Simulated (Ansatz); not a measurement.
**AlH₃O₃···H₂: density, localisation and related maps**

Input file:

```
crystal:
  periodic: [false, false, false]
  atoms:
    - {symbol: Al, position_ang: [-0.000690, 0.479152, 0.132759]}
    - {symbol: H, position_ang: [1.016392, -1.572857, -0.581835]}
    - {symbol: O, position_ang: [0.326301, 1.036037, -1.429961]}
    - {symbol: O, position_ang: [-1.496542, -0.127629, 0.655020]}
    - {symbol: H, position_ang: [0.421452, -1.841555, -0.207867]}
    - {symbol: O, position_ang: [1.218537, 0.716084, 1.276196]}
    - {symbol: H, position_ang: [-0.292656, 1.005012, -2.155031]}
    - {symbol: H, position_ang: [-2.278552, -0.198103, 0.112773]}
    - {symbol: H, position_ang: [1.085659, 0.503760, 2.197947]}
basis:
  gaussian: {orbitals: def2-TZVPP}
hamiltonian: {xc: pbe0, dispersion: d4}
output: {orbitals: {seedname: orbitals}}
```

Run with:

```sh
ansatz run in.yaml --threads 4 --pin off --events-out ev --progress --plain --max-ram 9574MiB
```

The product side of a reaction path; geometry: PBE0-D4/def2-TZVP.

The calculation used RKS PBE0-D4/def2-TZVPP in Ansatz.

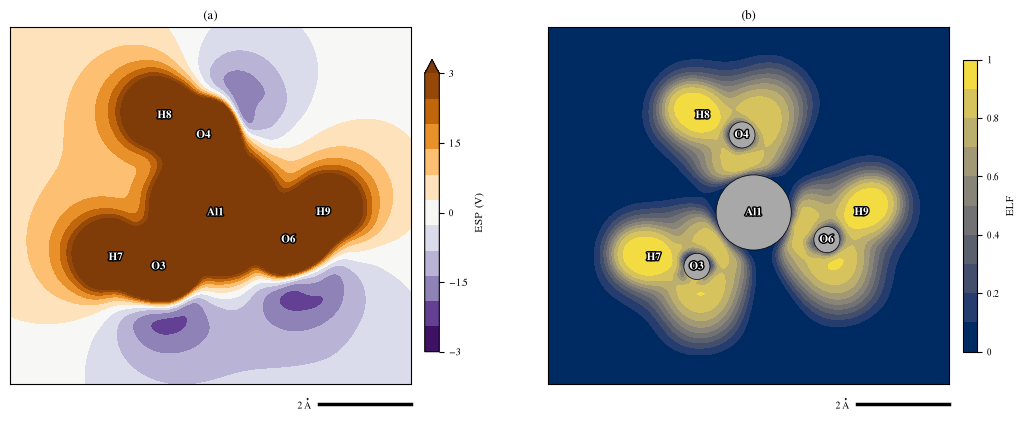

Figure 1. (a) molecular electrostatic potential; (b) electron localisation function on the plane of atoms Al1, O3 and H7. Grey discs cover the atomic cores in the ELF map.

### What do the fields say about this system?

The plane passes through Al, O and H nuclei. Al1···H7 (2.37 Å): the ELF climbs to about 0.95 towards the hydrogen. Al–O (1.69 Å): the ELF peaks at about 0.90 in the valence shell of O, 0.6 Å from its nucleus, and is about 0.50 at the midpoint. O–H (0.95 Å): the ELF climbs to about 1 towards the hydrogen: a covalent bond by its length. The ELF also peaks beside O3, O6 and O4, away from the bonds: lone-pair regions. Outside the dense part of the complex the potential is most negative (−2.1 V) near O6.

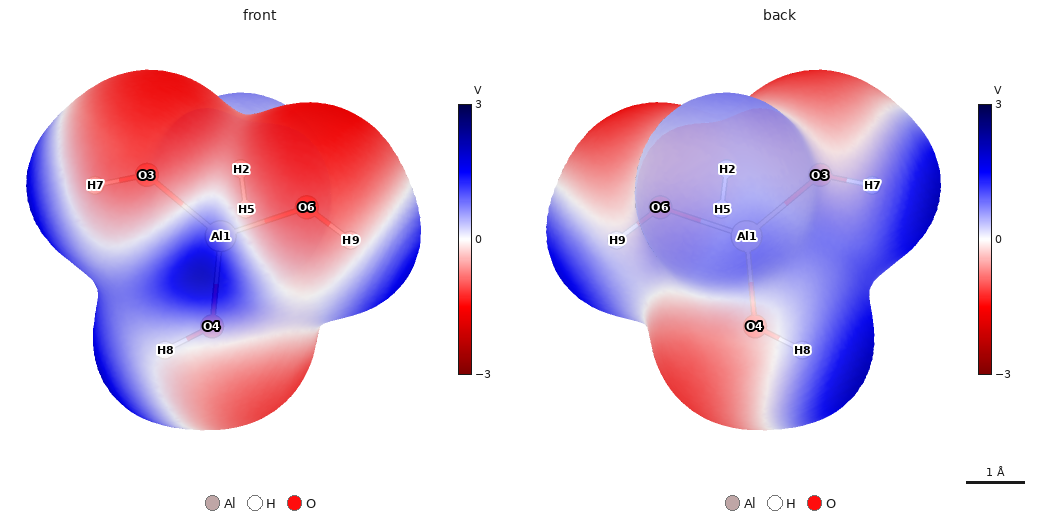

Figure 2. The molecular electrostatic potential painted on the density surface at 0.001 e/bohr³, seen from the front and from behind; the colour scale runs from red (negative) to blue (positive).

### Which sites attract a positive test charge, and which a negative one?

A positive charge is drawn to the negative regions and a negative charge to the positive ones. The most negative region (about −1.6 V) lies over O6, the most positive (about +2.0 V) over Al1, H7 and H8. O6 is the likeliest acceptor of a hydrogen bond.

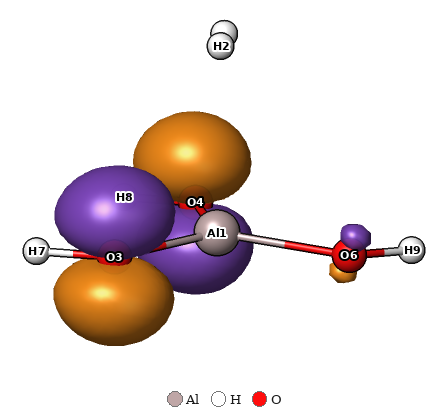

Figure 3. The HOMO−1 at ±0.2 Å⁻³ᐟ² (orange and purple are the two phases), seen from one side.

### Describe this orbital and give its energy.

Its weight (Hirshfeld) is mainly on O4 (about 40 %) and O3 (about 40 %); largely a combination of lone pairs on O4 and O3. Its energy is −9.00 eV.

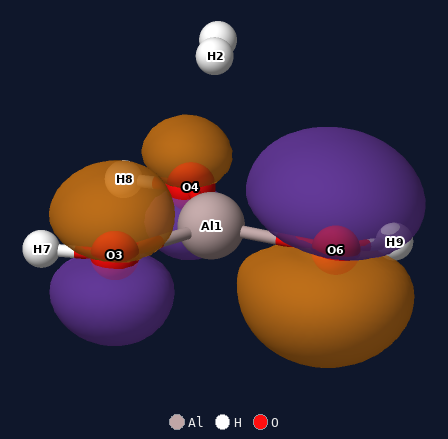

Figure 4. The HOMO at ±0.1 Å⁻³ᐟ² (orange and purple are the two phases), seen from one side.

### Where does this orbital lie, and at what energy?

Its weight (Hirshfeld) is mainly on O6 (about 65 %) and O3 (about 15 %). Its energy is −8.82 eV.
